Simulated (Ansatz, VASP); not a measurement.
# Cross-check of SiW between VASP and Ansatz, part 2 of 2

Wanted: the spread between two codes on one cell, functional and k mesh. The cell is invented: As first built, before any earlier steps moved the atoms: it takes the WC structure with some of its atoms replaced by other elements, volume scaled by an estimate. It may not be a known or stable phase. The cell comes out of the VASP series on this material, whose earlier steps may have relaxed, scaled or displaced it; both programs get it as it stands.

VASP 6.6.1 and Ansatz 0.2.0.

So far: The structure; VASP: band structure, HSEsol.

## Step 3: Ansatz: band structure, HSEsol

Level of this step: Ansatz beside VASP: Kohn-Sham DFT, plane waves, HSEsol (Ansatz).

Ansatz runs on its default PAW (the set named soft_2) files.

The same cell, functional, mesh and smearing now go to Ansatz, which takes its cutoff from its data sets.

Contents of input.yaml:

```yaml
crystal:
  lattice:
    - [3.1462339355, -8.2e-09, 0.0]
    - [-1.5731174854, 2.7247182678, 0.0]
    - [0.0, 0.0, 3.4999919662]
  atoms:
    - { symbol: W, position: [0.0, 0.0, 0.0] }
    - { symbol: Si, position: [0.66666667, 0.33333333, 0.5] }
hamiltonian:
  xc:
    exchange: hjs_pbesol
    correlation: pbesol
    exx: { coeff: 0.25, omega: 0.2 }
  pseudopotentials: { kind: paw }
kpoints:
  mp_grid: { grid: [5, 5, 4] }
  band_path:
    path:
      - [0.0, 0.0, 0.0]
      - [0.44444, 0.0, 0.0]
      - [0.38889, 0.22222, 0.0]
      - [0.18519, 0.18519, 0.0]
      - [0.0, 0.0, 0.11111]
      - [0.0, 0.0, 0.5]
      - [0.44444, 0.0, 0.5]
      - [0.38889, 0.22222, 0.5]
      - [0.18519, 0.18519, 0.5]
      - [0.5, 0.0, 0.38889]
      - [0.33333, 0.33333, 0.0]
      - [0.33333, 0.33333, 0.5]
    npoints: 1
scf:
  occupations: { method: gaussian, width: 0.02 }
  n_extra_bands: 7
output:
  forces: true
  stress: true
  eigenvalues: true
```

Run with:

```console
$ ansatz run input.yaml --threads 4 --pin off --max-ram 9216MiB --backend cpu --events-out ev --progress --plain --runs-dir out
```

Numbers of over 12 decimals in the logs are rounded to 6 here.

What it wrote:

```text
Warning: the atoms were moved onto the symmetric positions of the space group found under crystal.symmetry.tolerance 1.0e-5 (fractional; no operation is sought that the atoms, as they stand in a round, miss by more than twice it, and no atom is moved by as much as it), and the run uses the moved positions. Before a round's move an operation carried an atom to 1.57e-8 Å from where it should land, the largest such dist [...]
Warning: output.stress: scf.convergence.dr2_threshold = 1e-7 eV (the SCF's general default) is looser than the 2e-10 eV advised for a printed stress (1e-10 eV for each atom of the cell: 2). What an SCF threshold leaves in a stress goes as its square root, and in the free energy as the threshold itself, and one threshold admits the most on a small cell: [figures from the program's tests cut] Set scf.convergence.dr2_threshold to 2e-10 eV or tighter. The threshold is an SCF's pass mark: one that does not reach it within its budget of iterations ends unconverged, or closes short of it on a stop that the run arms, and scf.convergence.dr2_threshold's page says what that costs each kind of run
Warning: output.stress: scf.exx.energy_threshold = 1e-6 eV is looser than the 2e-8 eV advised for a stress under a hybrid functional (1e-8 eV for each atom of the cell: 2). Every SCF of the exchange loop can meet its threshold on dr2 while the loop round them stops early: no threshold on dr2 bounds what that leaves in the stress. Set scf.exx.energy_threshold to 2e-8 eV or tighter. The threshold is the loop's pass mark: a loop that does not reach it within its budget of cycles ends unconverged, and scf.exx.energy_threshold's page has the law
scf.n_extra_bands = 7 over 9 filled bands (N_el = 18.0): the run solves 16 bands
Engine: ansatz 0.2.0, x86_64-unknown-linux-gnu
Pseudopotentials: kind: paw
Pseudopotential: W, paw, valence charge 14, recommended cutoff 420 eV (normal), W.paw.azcp
Pseudopotential: Si, paw, valence charge 4, recommended cutoff 420 eV (normal), Si.paw.azcp
Functional definition: unnamed
  parameter a_1 = 0.25
  parameter omega_1 = 0.2/angstrom
  exchange = pbe_x(mu = 0.123457) + (-a_1)*hjs_pbesol_x_sr(omega_1) + a_1*exact_x_sr(omega_1)
  correlation = pbe_c(beta = 0.046)
Crystal: 2 atoms, lattice volume = 30.004 Å³
Basis set: ecut = 420 eV, 563 PW (Γ), exchange–correlation on 48×48×48 points (8 copies of the dense FFT grid, shifted against one another)
Bands: 16, of which v1, the nominal top of the filled ones, is band 9 counted from 1 (8 counted from 0)
Symmetry: 12 space group operations
Space group: P-6m2 (ITA 187), of the structure as read, at distance tolerance 3.1e-5 Å
k-points: 15 of 100 (time reversal used)
Non-local potential: W, projectors of the file, l = 0: 3, l = 1: 2, l = 2: 2, l = 3: 1
Non-local potential: Si, projectors of the file, l = 0: 2, l = 1: 2, l = 2: 2
PAW form: soft (Blöchl's): semilocal exchange-correlation on the pseudo side does not see the compensation charge
PAW frozen core: W, regenerated for the run's functional, and the local potential with it (the file was generated under x = pbe(κ = 0.804, μ = 0.219515), c = pbe(β = 0.066725))
PAW frozen core: Si, regenerated for the run's functional, and the local potential with it (the file was generated under x = pbe(κ = 0.804, μ = 0.219515), c = pbe(β = 0.066725))
PAW one-centre angular grid: W, 590 points (default); XC on 64 Gauss nodes
PAW one-centre angular grid: Si, 110 points (default); XC on 64 Gauss nodes
Initial density: superposition of atomic densities (neutral atoms: chi_scale 0, normalization atom), corrected by the library's trained network
Initial wavefunctions: pseudopotential atomic-orbital guess
Functional: x = pbesol(κ = 0.804, μ = 0.123457), c = pbesol(β = 0.046), warm-up for x = hjs_pbesol + 0.25 (exact − hjs_pbesol) at short range (ω = 0.2 Å⁻¹), c = pbesol(β = 0.046)
SCF iter   1: F=—  HF=-10878.283811 eV  |F-HF|=—  |Δ(HF+E_count)|=         —  Δρ=9.71e-3  dr2=3.20e-2  ethr=1.77e-3  ⟨swp⟩=7.1  Hψ=1037  notcnv=0
preconditioner: auto → none  [metal: Δε(μ)=0.020 eV  Ē_g=10.542 eV  σ=0.020 eV  W_gap=0.49  n_scr=8 (ndim 8)  ℏωp=21.4 eV  f_vac=0.000  D(μ)=2.41/eV (n_scr^D=22)  sad-step TF]
SCF iter   2: F=—  HF=-10878.278821 eV  |F-HF|=—  |Δ(HF+E_count)|=   4.99e-3  Δρ=6.01e-3  dr2=1.37e-2  ethr=1.78e-4  ⟨swp⟩=2.7  Hψ=493  notcnv=0  defer=8
iter 3 solved again at ethr=2.10e-6 eV; its pass at ethr=7.63e-5 eV (dr2=3.78e-4 eV) is discarded
SCF iter   3: F=—  HF=-10878.275497 eV  |F-HF|=—  |Δ(HF+E_count)|=   3.32e-3  Δρ=1.06e-3  dr2=3.87e-4  ethr=2.10e-6  ⟨swp⟩=2.3  Hψ=954  notcnv=0  defer=2
SCF iter   4: F=—  HF=-10878.275417 eV  |F-HF|=—  |Δ(HF+E_count)|=   8.00e-5  Δρ=6.61e-4  dr2=1.86e-4  ethr=2.10e-6  ⟨swp⟩=3.1  Hψ=423  notcnv=0  defer=2
SCF iter   5: F=—  HF=-10878.275376 eV  |F-HF|=—  |Δ(HF+E_count)|=   4.10e-5  Δρ=1.14e-4  dr2=1.92e-6  ethr=1.04e-6  ⟨swp⟩=2.3  Hψ=385  notcnv=0  defer=2
SCF iter   6: F=—  HF=-10878.275376 eV  |F-HF|=—  |Δ(HF+E_count)|=   3.59e-7  Δρ=1.77e-5  dr2=8.27e-8  ethr=1.07e-8  ⟨swp⟩=3.5  Hψ=470  notcnv=0  defer=1
SCF iter   7: F=—  HF=-10878.275376 eV  |F-HF|=—  |Δ(HF+E_count)|=   1.83e-8  Δρ=2.43e-6  dr2=1.18e-9  ethr=4.60e-10  ⟨swp⟩=3.0  Hψ=410  notcnv=0  defer=1
[...]
SCF iter   5: F=—  HF=-10917.000215 eV  |F-HF|=—  |Δ(HF+E_count)|=   3.93e-6  Δρ=6.85e-5  dr2=2.86e-6  ethr=5.57e-11  ⟨swp⟩=4.2  Hψ=678  notcnv=0  defer=1
SCF iter   6: F=—  HF=-10917.000214 eV  |F-HF|=—  |Δ(HF+E_count)|=   4.26e-7  Δρ=1.25e-6  dr2=1.03e-6  ethr=5.57e-11  ⟨swp⟩=4.0  Hψ=609  notcnv=0
Mixer restart at iter 6: flushing history
SCF iter   7: F=—  HF=-10917.000216 eV  |F-HF|=—  |Δ(HF+E_count)|=   2.03e-6  Δρ=5.05e-5  dr2=1.64e-6  ethr=1.83e-12  ⟨swp⟩=4.8  Hψ=738  notcnv=0  defer=1
SCF iter   8: F=—  HF=-10917.000217 eV  |F-HF|=—  |Δ(HF+E_count)|=   7.10e-7  Δρ=2.84e-5  dr2=5.84e-7  ethr=1.83e-12  ⟨swp⟩=5.1  Hψ=793  notcnv=0
SCF iter   9: F=—  HF=-10917.000218 eV  |F-HF|=—  |Δ(HF+E_count)|=   1.03e-6  Δρ=3.20e-5  dr2=7.92e-7  ethr=1.83e-12  ⟨swp⟩=5.1  Hψ=805  notcnv=0
SCF iter  10: F=—  HF=-10917.000218 eV  |F-HF|=—  |Δ(HF+E_count)|=   2.38e-7  Δρ=1.00e-5  dr2=6.64e-8  ethr=1.83e-12  ⟨swp⟩=5.1  Hψ=837  notcnv=0
SCF iter  11: F=-10917.000218 eV  HF=-10917.000218 eV  |F-HF|=4.73e-11  |Δ(HF+E_count)|=   9.50e-8  Δρ=4.41e-7  dr2=3.55e-10  ethr=1.83e-12  ⟨swp⟩=5.1  Hψ=695  notcnv=0  defer=1
SCF 4 converged in 11 iterations: F = -10917.000218 eV  dr2 = 3.55e-10
  Residual-converged pass: ⟨swp⟩=2.0  Hψ=277  notcnv=0  max |occ|·‖R‖ = 2.4e-6 eV (tolerance 2.4e-6 eV)  dr2=3.55e-10  dr2_onsite=1.93e-12  max |Δocc| = 1.0e-12
hybrid outer 3: dexx = +5.001e-5 eV, tail = 6.25e-8 eV, Δε = 1.12e-2 eV (about 6.38e-4 eV left of the loop's levels)
The result ahead of the solve for the band table, with the exchange loop's own table, told since no file at a place of the run's own has it by now; the run can take it back:
hybrid SCF converged: 3 outer / 21 inner (+8 warm-up), last move |dexx| = 5.00e-5 eV, tail = 6.25e-8 eV
Stability not checked: this state was not tested for a lower state beside it, because the functional holds exact exchange (a hybrid, or Hartree-Fock), whose exchange loop this test does not read (fock_operator; see scf.lower_state_search)
Free energy (F): -10917.000218 eV
Frozen-core exchange: fock
Harris-Foulkes:  -10917.000218 eV  (|F-HF|=4.73e-11)
Internal energy: -10916.999699 eV  (E = F + TS)
E sigma→0 (E₀):  -10916.999958 eV
Entropy (-TS):   -0.000518 eV (-0.259 meV/atom)
Fermi energy:    16.523225 eV
--- Per-component energies (eV) ---
  E_band       = -152.134369
  E_kinetic    = 492.583703
  E_local      = -882.383822  (includes V_loc(G=0)·N_el)
  E_nonlocal   = 30.104113
  E_hartree    = 327.613577
  E_xc         = -256.705299
  E_vxc        = -228.658075  (∫ρ·V_xc dr)
  E_exx        = -46.552910  (= α·E_x^exact, valence–valence)
  E_paw        = -8990.969754  (= ΣΔE_a)
  E_vpaw       = -125.901465  (= ΣTr[D̂ρ^β])
  E_aug_tail   = -0.000047  (compensation charges beyond the density's cutoff)
  E_ewald      = -1587.884513
  E_core_change = -2.804747  (= ΣΔE_core)
  E_smearing   = -0.000518  (= −TS)
  E_closure    = -0.000000  (closes the sum)
  Σ components = -10917.000218   (vs F -10917.000218, Δ=0.00e0)
--- Forces (eV/Å), atoms counted from 1 ---
  atom   1  W      0.00000000     0.00000000     0.00000000
  atom   2  Si    -0.00000000     0.00000000     0.00000000
  max |Σ_I F_I| component: 2.31e-17 eV/Å
--- Stress (GPa, compression-positive) ---
       -7.631100       0.000000       0.000000
       -0.000000      -7.631100       0.000000
        0.000000       0.000000      -8.192430
  P = ⅓ Tr σ = -7.8182 GPa (-78.182 kbar)
--- Band table (eV; the first three rows and the last of 15) ---
  k-point 0: bands = [... 5 lower, 11.8768, 14.5454, 14.5454, 16.3683, 17.7642, 17.7642, 24.1039, 24.1039, ... 1 higher]
  k-point 1: bands = [... 5 lower, 10.3074, 14.8984, 14.8984, 16.5380, 16.5380, 16.6601, 24.5296, 24.5296, ... 1 higher]
  k-point 2: bands = [... 5 lower, 7.4975, 15.3967, 15.3967, 15.5627, 15.5627, 17.7007, 23.3726, 23.3726, ... 1 higher]
  k-point 14: bands = [... 5 lower, 10.7412, 11.2612, 13.8305, 14.7264, 18.7014, 21.0206, 21.4864, 22.8929, ... 1 higher]
NSCF: frozen V_eff on 12 k-points
hybrid SCF converged: 3 outer / 21 inner (+8 warm-up), last move |dexx| = 5.00e-5 eV, tail = 6.25e-8 eV
Stability not checked: this state was not tested for a lower state beside it, because the functional holds exact exchange (a hybrid, or Hartree-Fock), whose exchange loop this test does not read (fock_operator; see scf.lower_state_search)
Free energy (F): -10917.000218 eV
Frozen-core exchange: fock
Harris-Foulkes:  -10917.000218 eV  (|F-HF|=4.73e-11)
Internal energy: -10916.999699 eV  (E = F + TS)
E sigma→0 (E₀):  -10916.999958 eV
Entropy (-TS):   -0.000518 eV (-0.259 meV/atom)
Fermi energy:    16.523225 eV
--- Per-component energies (eV) ---
  E_band       = -152.134369
  E_kinetic    = 492.583703
  E_local      = -882.383822  (includes V_loc(G=0)·N_el)
  E_nonlocal   = 30.104113
  E_hartree    = 327.613577
  E_xc         = -256.705299
  E_vxc        = -228.658075  (∫ρ·V_xc dr)
  E_exx        = -46.552910  (= α·E_x^exact, valence–valence)
  E_paw        = -8990.969754  (= ΣΔE_a)
  E_vpaw       = -125.901465  (= ΣTr[D̂ρ^β])
  E_aug_tail   = -0.000047  (compensation charges beyond the density's cutoff)
  E_ewald      = -1587.884513
  E_core_change = -2.804747  (= ΣΔE_core)
  E_smearing   = -0.000518  (= −TS)
  E_closure    = -0.000000  (closes the sum)
  Σ components = -10917.000218   (vs F -10917.000218, Δ=0.00e0)
--- Forces (eV/Å), atoms counted from 1 ---
  atom   1  W      0.00000000     0.00000000     0.00000000
  atom   2  Si    -0.00000000     0.00000000     0.00000000
  max |Σ_I F_I| component: 2.31e-17 eV/Å
--- Stress (GPa, compression-positive) ---
       -7.631100       0.000000       0.000000
       -0.000000      -7.631100       0.000000
        0.000000       0.000000      -8.192430
  P = ⅓ Tr σ = -7.8182 GPa (-78.182 kbar)
--- Band table (eV; the first three rows and the last of 15) ---
  k-point 0: bands = [... 5 lower, 11.8768, 14.5454, 14.5454, 16.3683, 17.7638, 17.7638, 24.1038, 24.1038, ... 3 higher]
  k-point 1: bands = [... 5 lower, 10.3074, 14.8983, 14.8983, 16.5382, 16.5382, 16.6601, 24.5296, 24.5296, ... 3 higher]
  k-point 2: bands = [... 5 lower, 7.4975, 15.3967, 15.3967, 15.5629, 15.5629, 17.7007, 23.3726, 23.3726, ... 3 higher]
  k-point 14: bands = [... 5 lower, 10.7413, 11.2612, 13.8305, 14.7264, 18.7014, 21.0206, 21.4865, 22.8928, ... 3 higher]
```

It took 24 s on 4 threads of Intel Xeon Platinum 8375C at 2.90GHz (Ice Lake), shared host; peak memory 0.7 GiB.

In the SCF lines HF is the Harris–Foulkes energy and dr2 the Hartree energy of the density residual, in eV; the loop may stop once dr2 is under the threshold and the program's other checks hold. Hψ counts applications of the Hamiltonian.

## Step 4: Side by side

Known differences besides the PAW data sets themselves: exact exchange at q = 0 is treated differently, which shows on coarse meshes; VASP keeps PBE cores, Ansatz makes them for the functional; the data sets hold 18 valence electrons in Ansatz (default PAW (the set named soft_2) files) and 10 in VASP; the cutoff is 420 eV in Ansatz and 400 eV in VASP; VASP takes a coarser grid for exact exchange (PRECFOCK = Fast). Total energies have different zeros and are not compared.

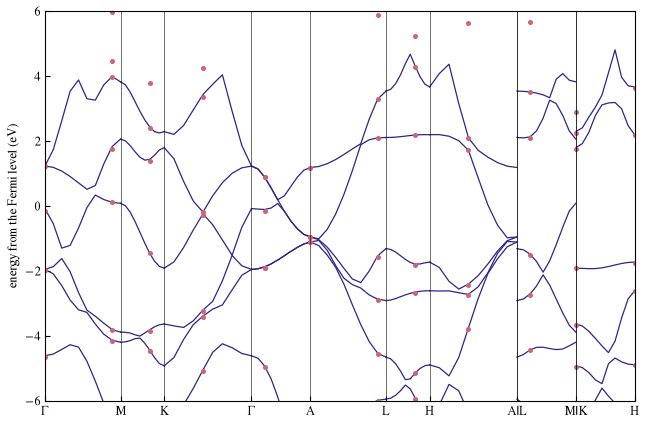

Bands from VASP (lines) and levels from Ansatz (dots). Dots without a line are higher empty bands that the VASP plot leaves out.

Levels from 3 eV below to 2 eV above the Fermi level differ by 29 meV r.m.s. and 69 meV at most; each VASP level is matched to the nearest of Ansatz, which flatters the figure a little.

## Step 5: What came out

| Item | Value |
| --- | --- |
| r.m.s. difference of levels near the Fermi level (band structure, HSEsol) | 29 meV |

**Reading.** The r.m.s. difference of levels near the Fermi level is 29 meV (band structure, HSEsol), within the 80 meV picked in this series as the mark of a large difference. Differences of this kind measure data sets and numerical settings, not the functional's error against experiment.

[Lines on the potential files, build, host, timing and source positions are cut from VASP's logs without a mark.]

[Logs are printed without paths, hosts, clocks, repeated set-up lines and the standing remarks that a program may print on its own settings, such as how far it seeks lower states.]

[Hosts, paths, dates, database ids (printed as entryN), source tags and the programs' standing remarks are cut or masked in the printed files.]
